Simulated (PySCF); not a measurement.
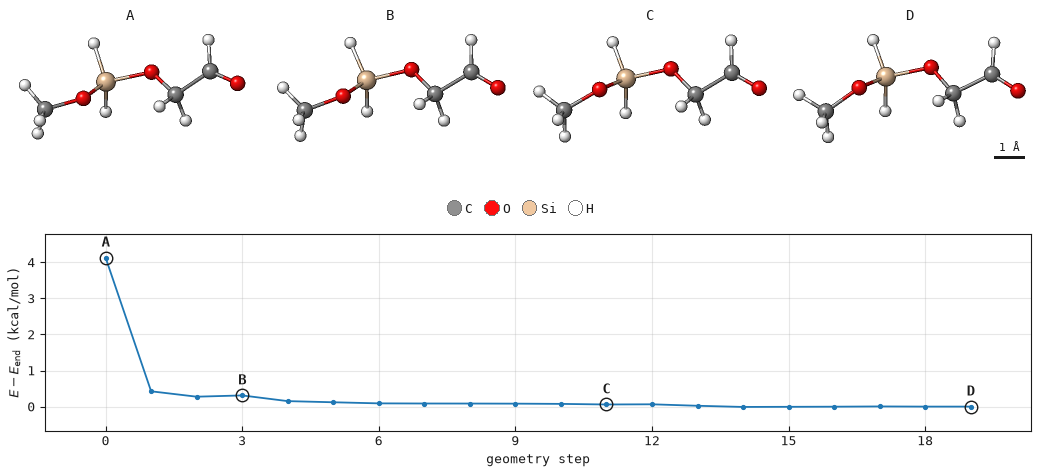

Frames of a relaxation of C$_{3}$H$_{8}$O$_{3}$Si, marked on the history of the run. A ball-and-stick model, seen from a free direction.

The start comes from GFN2-xTB. Its atoms were then displaced at random by about 0.01 Å.

These are results of PySCF, PBE0-D3(BJ)/def2-SVP geometry optimisation, gas phase, not measurements. 

### Describe the path.

The largest moves after the best rigid fit, 0.40 Å, are those of O and H atoms. By element the largest moves are H 0.40 Å, O 0.40 Å, Si 0.17 Å, C 0.13 Å. Some distances before and after: O–Si 1.610 → 1.654 Å, H–Si 1.441 → 1.484 Å, C–O 1.365 → 1.399 Å, C–H 1.087 → 1.104 Å. Among the angles between lasting bonds that change: O–Si–H 100.5° → 105.1°, Si–O–C 128.2° → 124.2°, O–C–H 109.6° → 112.6°. Groups turn about O–Si by about 30°, C–O by about 20°. After 19 geometry steps the energy has fallen by 4.13 kcal/mol. The run took 100 s on 1 thread of Intel(R) Xeon(R) 6975P-C, on a shared host. From step 0 to 3: an O atom moves most (0.17 Å), energy −3.82 kcal/mol. From step 3 to 11: an O atom moves most (0.26 Å), energy −0.25 kcal/mol. From step 11 to 19: H atoms move most (0.24 Å), energy −0.06 kcal/mol.

| step | E − E(0), kcal/mol |
| --- | --- |
| 0 | 0.00 |
| 1 | -3.71 |
| 2 | -3.86 |
| 3 | -3.82 |
| 4 | -3.98 |
| 5 | -4.01 |
| 6 | -4.04 |
| 7 | -4.04 |
| 8 | -4.05 |
| 9 | -4.05 |
| 10 | -4.05 |
| 11 | -4.07 |
| 12 | -4.07 |
| 13 | -4.11 |
| 14 | -4.14 |
| 15 | -4.14 |
| 16 | -4.13 |
| 17 | -4.13 |
| 18 | -4.13 |
| 19 | -4.13 |
